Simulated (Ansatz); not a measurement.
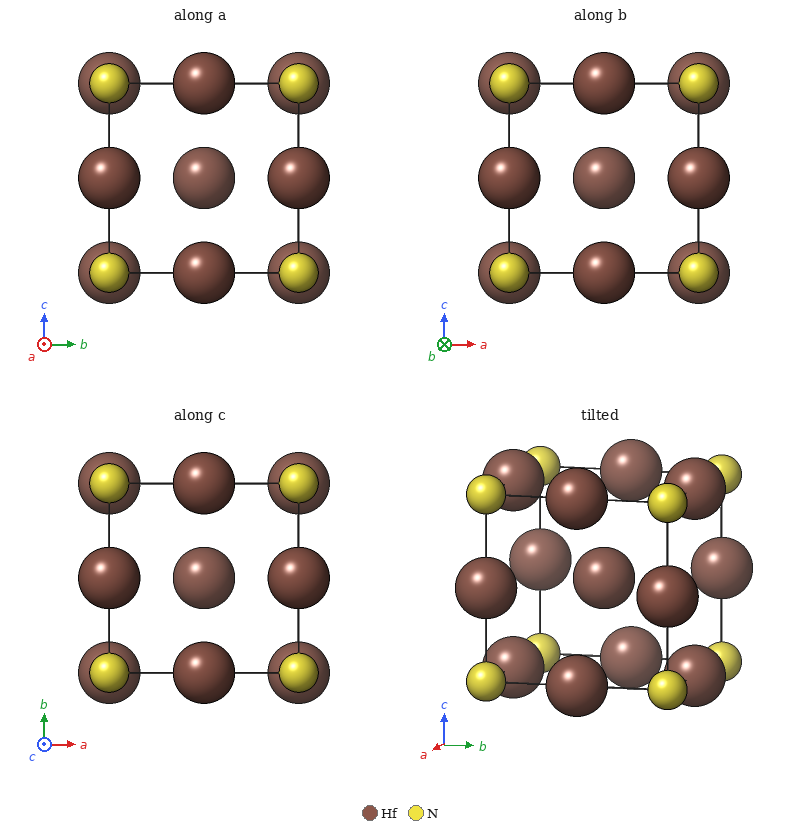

Structure drawing (spheres-only), viewed along the a axis, along the b axis, along the c axis and slightly off an axis. The edges of the conventional unit cell are marked.

Lattice parameters: a = 4.5152 Å, b = 4.5152 Å, c = 4.5152 Å, α = 90.000°, β = 90.000°, γ = 90.000°.

**Record the structure as a CIF with its space group and independent sites.**

```cif
data_structure
_symmetry_space_group_name_H-M 'P m -3 m'
_symmetry_Int_Tables_number 221
_cell_length_a 4.5152
_cell_length_b 4.5152
_cell_length_c 4.5152
_cell_angle_alpha 90.000
_cell_angle_beta 90.000
_cell_angle_gamma 90.000
_cell_volume 92.05
loop_
_atom_site_label
_atom_site_type_symbol
_atom_site_symmetry_multiplicity
_atom_site_Wyckoff_symbol
_atom_site_fract_x
_atom_site_fract_y
_atom_site_fract_z
_atom_site_occupancy
Hf1 Hf 3 d 0.5000 0.0000 0.0000 1
Hf2 Hf 1 b 0.5000 0.5000 0.5000 1
N1 N 1 a 0.0000 0.0000 0.0000 1
```

It goes back to a structure type filled with these elements by a generator (whether the compound takes this form wasn't checked). The final geometry of a relaxation with Ansatz, DFT PBE, scalar-relativistic, plane waves, PAW is shown.
